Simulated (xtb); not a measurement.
## C2H4FNOSi: geometry relaxation (part 3 of 4)

The same run, continued: C2H4FNOSi; GFN2-xTB (xtb 6.7.1). The geometry: force field.

Geometry of the input (Å):
```
O  1.6046  -0.9498  -0.2605
C  0.2692  -0.5001  0.2433
F  -0.1374  -1.2865  1.2577
C  -0.7896  -0.4084  -0.8137
N  -1.2404  0.8089  -0.8193
Si -0.0887  1.3328  0.4053
H  1.5911  -1.8597  -0.0963
H  -1.1907  -1.2532  -1.4081
H  -0.8060  1.7834  1.6672
H  0.8709  2.2813  -0.1729
```

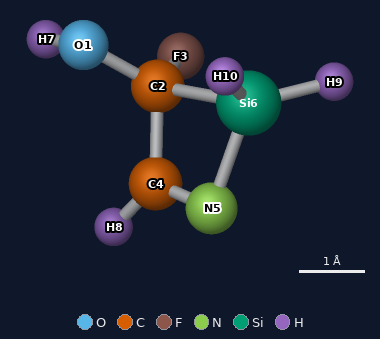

*The geometry at step 3 of the log (ball-and-stick view, seen at a tilt; atoms are numbered from 1 in the order of the input).*

Output, continued:
```
         #    Occupation            Energy/Eh            Energy/eV
      -------------------------------------------------------------
         1        2.0000           -0.8078216             -21.9819
       ...           ...                  ...                  ...
        11        2.0000           -0.4888237             -13.3016
        12        2.0000           -0.4825741             -13.1315
        13        2.0000           -0.4724470             -12.8559
        14        2.0000           -0.4662425             -12.6871
        15        2.0000           -0.4558053             -12.4031
        16        2.0000           -0.4041859             -10.9985
        17        2.0000           -0.3867314             -10.5235 (HOMO)
        18                         -0.2871182              -7.8129 (LUMO)
        19                         -0.2340477              -6.3688
        20                         -0.1989829              -5.4146
        21                         -0.1645083              -4.4765
        22                         -0.0924607              -2.5160
       ...                                ...                  ...
        33                          0.6762898              18.4028
      -------------------------------------------------------------
                  HL-Gap            0.0996132 Eh            2.7106 eV
             Fermi-level           -0.3369248 Eh           -9.1682 eV

 SCC (total)                   0 d,  0 h,  0 min,  0.006 sec
 SCC setup                      ...        0 min,  0.000 sec (  1.844%)
 Dispersion                     ...        0 min,  0.000 sec (  0.581%)
 classical contributions        ...        0 min,  0.000 sec (  0.311%)
 integral evaluation            ...        0 min,  0.001 sec ( 22.372%)
 iterations                     ...        0 min,  0.002 sec ( 28.834%)
 molecular gradient             ...        0 min,  0.002 sec ( 44.053%)
 printout                       ...        0 min,  0.000 sec (  1.229%)

         :::::::::::::::::::::::::::::::::::::::::::::::::::::
         ::                     SUMMARY                     ::
         :::::::::::::::::::::::::::::::::::::::::::::::::::::
         :: total energy             -19.719567459486 Eh    ::
         :: gradient norm              0.000736278825 Eh/a0 ::
         :: HOMO-LUMO gap              2.710613953741 eV    ::
         ::.................................................::
         :: SCC energy               -19.863141902023 Eh    ::
         :: -> isotropic ES            0.064439135540 Eh    ::
         :: -> anisotropic ES         -0.000007738152 Eh    ::
         :: -> anisotropic XC          0.002092477877 Eh    ::
         :: -> dispersion             -0.006119799069 Eh    ::
         :: repulsion energy           0.143574442537 Eh    ::
         :: add. restraining           0.000000000000 Eh    ::
         :: total charge              -0.000000000000 e     ::
         :::::::::::::::::::::::::::::::::::::::::::::::::::::

           -------------------------------------------------
          |                Numerical Hessian                |
           -------------------------------------------------
step length          :   0.00500
SCC accuracy         :   0.30000
Hessian scale factor :   1.00000
frozen atoms in %    :   0.00000    0
RMS gradient         :   0.00074
estimated CPU  time      0.01 min

writing file <hessian>.

 projected vibrational frequencies (cm⁻¹)
eigval :       -0.00    -0.00    -0.00    -0.00     0.00     0.00
eigval :      121.76   195.12   321.43   346.98   360.42   439.13
eigval :      451.56   554.86   580.72   589.70   624.59   731.25
eigval :      769.02   853.31   957.16   999.65  1139.56  1208.93
eigval :     1277.25  1630.26  2374.79  2383.97  3028.94  3457.88
           -------------------------------------------------
          |                Property Printout                |
           -------------------------------------------------

    * Orbital Energies and Occupations

         #    Occupation            Energy/Eh            Energy/eV
      -------------------------------------------------------------
         1        2.0000           -0.8078214             -21.9819
       ...           ...                  ...                  ...
         5        2.0000           -0.6291495             -17.1200
         6        2.0000           -0.5949621             -16.1897
         7        2.0000           -0.5653360             -15.3836
         8        2.0000           -0.5504740             -14.9792
         9        2.0000           -0.5450693             -14.8321
        10        2.0000           -0.5026434             -13.6776
        11        2.0000           -0.4888236             -13.3016
        12        2.0000           -0.4825740             -13.1315
        13        2.0000           -0.4724470             -12.8559
        14        2.0000           -0.4662425             -12.6871
        15        2.0000           -0.4558052             -12.4031
        16        2.0000           -0.4041859             -10.9985
        17        2.0000           -0.3867313             -10.5235 (HOMO)
        18                         -0.2871183              -7.8129 (LUMO)
        19                         -0.2340476              -6.3688
        20                         -0.1989828              -5.4146
        21                         -0.1645081              -4.4765
        22                         -0.0924604              -2.5160
        23                         -0.0851897              -2.3181
        24                          0.0504260               1.3722
        25                          0.0629491               1.7129
        26                          0.0959314               2.6104
        27                          0.2032521               5.5308
        28                          0.2311775               6.2907
       ...                                ...                  ...
        33                          0.6762899              18.4028
      -------------------------------------------------------------
                  HL-Gap            0.0996130 Eh            2.7106 eV
             Fermi-level           -0.3369248 Eh           -9.1682 eV

     #   Z          covCN         q      C6AA      α(0)
     1   8 o        1.658    -0.433    21.506     6.260
     2   6 c        3.515     0.172    19.077     6.449
     3   9 f        0.783    -0.289    12.193     4.125
     4   6 c        3.377     0.060    23.445     7.550
     5   7 n        1.769    -0.316    28.990     7.972
     6  14 si       4.090     0.519    96.211    18.756
     7   1 h        0.805     0.306     0.703     1.317
     8   1 h        0.925     0.052     2.295     2.369
     9   1 h        0.921    -0.036     3.769     3.036
    10   1 h        0.922    -0.035     3.735     3.022

 Mol. C6AA /au·bohr⁶  :       1468.506803
 Mol. C8AA /au·bohr⁸  :      44941.652616
 Mol. α(0) /au        :         60.856553

Wiberg/Mayer (AO) data.
largest (>0.10) Wiberg bond orders for each atom

 ---------------------------------------------------------------------------
     #   Z sym  total        # sym  WBO       # sym  WBO       # sym  WBO
 ---------------------------------------------------------------------------
     1   8 o    2.020 --     2 c    1.037     7 h    0.880
     2   6 c    3.801 --     1 o    1.037     4 c    0.989     3 f    0.887
                             6 si   0.767
     3   9 f    0.994 --     2 c    0.887
     4   6 c    3.945 --     5 n    1.927     2 c    0.989     8 h    0.954
     5   7 n    3.069 --     4 c    1.927     6 si   0.990
     6  14 si   3.596 --     5 n    0.990    10 h    0.881     9 h    0.880
                             2 c    0.767
     7   1 h    0.906 --     1 o    0.880
     8   1 h    0.997 --     4 c    0.954
     9   1 h    0.999 --     6 si   0.880
    10   1 h    0.999 --     6 si   0.881
 ---------------------------------------------------------------------------

Topologies differ in total number of bonds
Writing topology from bond orders to xtbtopo.mol

molecular dipole:
                 x           y           z       tot (Debye)
 q only:        0.166       0.717      -0.167
   full:        0.266       0.038      -0.250       0.932
molecular quadrupole (traceless):
                xx          xy          yy          xz          yz          zz
 q only:       -2.743      -0.360       5.280      -1.200       6.276      -2.536
  q+dip:       -3.654       0.704       6.139      -1.932       8.242      -2.485
   full:       -3.877       0.317       6.808      -2.403       8.043      -2.931

           -------------------------------------------------
          |                Geometry Summary                 |
           -------------------------------------------------

      molecular mass/u    :      105.1432448
   center of mass at/Å    :       -0.0295942      -0.0019670       0.1546115
  moments of inertia/u·Å² :        0.1107562E+03   0.1988584E+03   0.2121694E+03
rotational constants/cm⁻¹ :        0.1522048E+00   0.8477205E-01   0.7945365E-01

 * 8 selected distances

     #   Z          #   Z                                           value/Å
     1   8 o        2   6 c                                       1.3736069
     2   6 c        4   6 c                                       1.5138789
     4   6 c        5   7 n                                       1.2741241
     5   7 n        6  14 si                                      1.7951457 (max)
     1   8 o        7   1 h                                       0.9680929 (min)
     4   6 c        8   1 h                                       1.0825216
     6  14 si       9   1 h                                       1.4509166
     6  14 si      10   1 h                                       1.4498343

 * 7 distinct bonds (by element types)

   Z      Z             #   av. dist./Å        max./Å        min./Å
   1 H    6 C           1     1.0825216     1.0825216     1.0825216
   6 C    6 C           1     1.5138789     1.5138789     1.5138789
   6 C    7 N           1     1.2741241     1.2741241     1.2741241
   1 H    8 O           1     0.9680929     0.9680929     0.9680929
   6 C    8 O           1     1.3736069     1.3736069     1.3736069
   1 H   14 Si          2     1.4503755     1.4509166     1.4498343
   7 N   14 Si          1     1.7951457     1.7951457     1.7951457

           -------------------------------------------------
          |               Frequency Printout                |
           -------------------------------------------------
 projected vibrational frequencies (cm⁻¹)
eigval :       -0.00    -0.00    -0.00    -0.00     0.00     0.00
eigval :      121.76   195.12   321.43   346.98   360.42   439.13
eigval :      451.56   554.86   580.72   589.70   624.59   731.25
eigval :      769.02   853.31   957.16   999.65  1139.56  1208.93
eigval :     1277.25  1630.26  2374.79  2383.97  3028.94  3457.88
 reduced masses (amu)
   1: 19.11   2: 15.50   3: 18.98   4: 16.74   5: 17.70   6: 17.17   7: 13.67   8: 15.02
   9: 19.22  10:  5.49  11:  6.40  12:  2.51  13: 12.70  14:  9.70  15:  8.95  16: 13.72
  17: 12.40  18:  4.10  19: 15.09  20:  6.74  21: 11.73  22: 10.04  23:  8.60  24:  7.38
  25:  6.61  26: 12.67  27:  1.84  28:  1.95  29:  1.84  30:  1.86
 IR intensities (km·mol⁻¹)
   1:  0.26   2:  0.04   3:  0.02   4:  0.14   5:  0.02   6:  0.01   7:  1.81   8:  9.88
Molecule has no symmetry elements
It seems to be the C1 point group
   9: 32.24  10: 26.62  11: 66.80  12:  0.59  13: 98.78  14:146.95  15: 59.65  16: 28.85
  17: 88.09  18:155.53  19:149.55  20:  6.06  21: 82.31  22: 52.68  23:124.63  24: 63.44
  25: 30.99  26: 59.64  27:232.85  28:274.89  29: 41.84  30: 14.98
 Raman intensities (Ä⁴*amu⁻¹)
   1:  0.00   2:  0.00   3:  0.00   4:  0.00   5:  0.00   6:  0.00   7:  0.00   8:  0.00
   9:  0.00  10:  0.00  11:  0.00  12:  0.00  13:  0.00  14:  0.00  15:  0.00  16:  0.00
  17:  0.00  18:  0.00  19:  0.00  20:  0.00  21:  0.00  22:  0.00  23:  0.00  24:  0.00
  25:  0.00  26:  0.00  27:  0.00  28:  0.00  29:  0.00  30:  0.00
 output can be read by thermo (or use thermo option).
 writing <g98.out> molden fake output.
 recommended (thermochemical) frequency scaling factor: 1.0
           -------------------------------------------------
          |             Thermodynamic Functions             |
           -------------------------------------------------

c1  symmetry found (for desy threshold:  0.10E+00) used in thermo

          ...................................................
          :                      SETUP                      :
          :.................................................:
          :  # frequencies                          24      :
          :  # imaginary freq.                       0      :
          :  linear?                             false      :
          :  only rotor calc.                    false      :
          :  symmetry                               c1      :
          :  rotational number                       1      :
          :  scaling factor                  1.0000000      :
          :  rotor cutoff                   50.0000000 cm⁻¹ :
          :  imag. cutoff                  -20.0000000 cm⁻¹ :
          :.................................................:

    mode    ω/cm⁻¹     T·S(HO)/kcal·mol⁻¹    T·S(FR)/kcal·mol⁻¹   T·S(vib)
   ------------------------------------------------------------------------
       1    121.76    -0.91601 ( 97.23%)    -0.79266 (  2.77%)    -0.91260
       2    195.12    -0.64956 ( 99.57%)    -0.65304 (  0.43%)    -0.64958
   ------------------------------------------------------------------------

   temp. (K)  partition function   enthalpy   heat capacity  entropy
                                   cal/mol     cal/K/mol   cal/K/mol   J/K/mol
 298.15  VIB   12.6                 2486.678     18.998     13.368
         ROT  0.165E+06              888.752      2.981     26.857
         INT  0.208E+07             3375.430     21.978     40.224
         TR   0.104E+28             1481.254      4.968     39.849
         TOT                        4856.6839    26.9466    80.0739   335.0291

       T/K    H(0)-H(T)+PV         H(T)/Eh          T*S/Eh         G(T)/Eh
   ------------------------------------------------------------------------
    298.15    0.773962E-02    0.656011E-01    0.380457E-01    0.275554E-01
   ------------------------------------------------------------------------

         :::::::::::::::::::::::::::::::::::::::::::::::::::::
         ::                  THERMODYNAMIC                  ::
         :::::::::::::::::::::::::::::::::::::::::::::::::::::
         :: total free energy         -19.692012064494 Eh   ::
         ::.................................................::
         :: total energy              -19.719567459497 Eh   ::
         :: zero point energy           0.057861463623 Eh   ::
         :: G(RRHO) w/o ZPVE           -0.030306068620 Eh   ::
         :: G(RRHO) contrib.            0.027555395003 Eh   ::
         :::::::::::::::::::::::::::::::::::::::::::::::::::::

optimized geometry written to: xtbopt.coord

           -------------------------------------------------
          | TOTAL ENERGY              -19.719567459497 Eh   |
          | TOTAL ENTHALPY            -19.653966377486 Eh   |
          | TOTAL FREE ENERGY         -19.692012064494 Eh   |
          | GRADIENT NORM               0.000736450696 Eh/α |
          | HOMO-LUMO GAP               2.710607509638 eV   |
           -------------------------------------------------

------------------------------------------------------------------------
------------------------------------------------------------------------
 total:
 *  cpu-time:     0 d,  0 h,  0 min,  0.538 sec
 * ratio c/w:     1.000 speedup
 SCF:
 *  cpu-time:     0 d,  0 h,  0 min,  0.009 sec
 * ratio c/w:     1.000 speedup
 ANC optimizer:
 *  cpu-time:     0 d,  0 h,  0 min,  0.101 sec
 * ratio c/w:     1.000 speedup
 analytical hessian:
 *  cpu-time:     0 d,  0 h,  0 min,  0.412 sec
 * ratio c/w:     1.000 speedup
```

File vibspectrum:
```
$vibrational spectrum
#  mode     symmetry     wave number   IR intensity    selection rules
#                         cm**(-1)      (km*mol⁻¹)        IR
     1                      -0.00         0.00000          -
     2                      -0.00         0.00000          -
     3                      -0.00         0.00000          -
     4                      -0.00         0.00000          -
     5                       0.00         0.00000          -
     6                       0.00         0.00000          -
     7        a            121.76         1.80745         YES
     8        a            195.12         9.87888         YES
     9        a            321.43        32.23770         YES
    10        a            346.98        26.61760         YES
    11        a            360.42        66.80171         YES
    12        a            439.13         0.58746         YES
    13        a            451.56        98.77573         YES
    14        a            554.86       146.94583         YES
    15        a            580.72        59.65085         YES
    16        a            589.70        28.85193         YES
    17        a            624.59        88.08751         YES
    18        a            731.25       155.52828         YES
    19        a            769.02       149.54614         YES
    20        a            853.31         6.06066         YES
    21        a            957.16        82.31113         YES
    22        a            999.65        52.67701         YES
    23        a           1139.56       124.62701         YES
    24        a           1208.93        63.44054         YES
    25        a           1277.25        30.99188         YES
    26        a           1630.26        59.64419         YES
    27        a           2374.79       232.85157         YES
    28        a           2383.97       274.88743         YES
    29        a           3028.94        41.83815         YES
    30        a           3457.88        14.97809         YES
$end
```

Standard error:
```
normal termination of xtb
```

Trajectory as extended XYZ (Å, eV, eV/Å), 13 frames, from step=0 to step=12:
```
10
Properties=species:S:1:pos:R:3 step=0 energy=-536.13556
O     1.6046   -0.9498   -0.2605
C     0.2692   -0.5001    0.2433
F    -0.1374   -1.2865    1.2577
C    -0.7896   -0.4084   -0.8137
N    -1.2404    0.8089   -0.8193
Si   -0.0887    1.3328    0.4053
H     1.5911   -1.8597   -0.0963
H    -1.1907   -1.2532   -1.4081
H    -0.8060    1.7834    1.6672
H     0.8709    2.2813   -0.1729
10
Properties=species:S:1:pos:R:3 step=1 energy=-536.47084
O     1.5575   -0.9194   -0.2369
C     0.2662   -0.4909    0.2458
F    -0.1036   -1.3070    1.2711
C    -0.8070   -0.4250   -0.8061
N    -1.2430    0.7767   -0.8403
Si   -0.1163    1.3825    0.3938
H     1.5816   -1.8654   -0.0992
H    -1.1768   -1.2404   -1.4271
H    -0.7676    1.7619    1.6557
H     0.8920    2.2757   -0.1543
10
Properties=species:S:1:pos:R:3 step=2 energy=-536.56153
O     1.5231   -0.8911   -0.2072
C     0.2721   -0.5042    0.2469
F    -0.0759   -1.3328    1.2947
C    -0.8167   -0.4416   -0.8016
N    -1.2291    0.7594   -0.8577
Si   -0.1252    1.4022    0.3997
H     1.5837   -1.8640   -0.1409
H    -1.1891   -1.2339   -1.4310
H    -0.7679    1.7863    1.6263
H     0.9080    2.2683   -0.1265
10
Properties=species:S:1:pos:R:3 step=3 energy=-536.57280
O     1.5240   -0.8826   -0.1967
C     0.2735   -0.5056    0.2506
F    -0.0796   -1.3296    1.3089
C    -0.8196   -0.4486   -0.7988
N    -1.2235    0.7572   -0.8712
Si   -0.1277    1.4067    0.3934
H     1.5831   -1.8579   -0.1703
H    -1.1946   -1.2435   -1.4270
H    -0.7770    1.7889    1.6327
H     0.9244    2.2638   -0.1189
10
Properties=species:S:1:pos:R:3 step=4 energy=-536.58201
O     1.5287   -0.8829   -0.1817
C     0.2803   -0.5080    0.2592
F    -0.0873   -1.3293    1.3260
C    -0.8128   -0.4547   -0.7944
N    -1.2114    0.7536   -0.8774
Si   -0.1215    1.4094    0.3911
H     1.5738   -1.8583   -0.2248
H    -1.2005   -1.2555   -1.4116
H    -0.7984    1.8010    1.6200
H     0.9322    2.2735   -0.1037
10
Properties=species:S:1:pos:R:3 step=5 energy=-536.58818
O     1.5352   -0.8837   -0.1668
C     0.2844   -0.5074    0.2624
F    -0.0943   -1.3248    1.3363
C    -0.8102   -0.4580   -0.7900
N    -1.2019    0.7522   -0.8837
Si   -0.1169    1.4097    0.3872
H     1.5670   -1.8517   -0.2645
H    -1.2086   -1.2650   -1.3943
H    -0.8132    1.7989    1.6068
H     0.9415    2.2785   -0.0908
```
